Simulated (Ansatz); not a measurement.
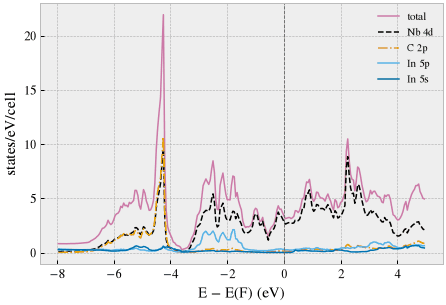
*Total and projected density of states of Nb2InC in space group P6_3/mmc (No. 194; Nb on 4f, In on 2d, C on 2a), r²SCAN (plane waves, PAW; program Ansatz)*

Task: Which orbitals carry the states next to the Fermi level?

Result: Within 0.5 eV of the Fermi level: Nb 4d 84 %, In 5p 8 %. Projections are on Löwdin-orthogonalised atomic valence shells; empty p or d shells of many metals are not among them.

Task: Where is the tallest occupied peak in this window, and what makes it?

Result: Near -4.2 eV, about 22 states/eV per cell; the largest projected share is C 2p.

The workflow started from a Materials Project entry (that database holds measured and hypothetical structures alike); the Crystallography Open Database copy checked does not list it. Whether it is the stable phase at ambient conditions was not checked. The cell was relaxed with r²SCAN under the symmetry of its start; its stability against distortions is not shown here. The run is not spin-polarised. Scalar-relativistic: spin–orbit coupling is off unless named, which matters more the heavier the elements.

Potentials: the later of the program's two PAW sets.
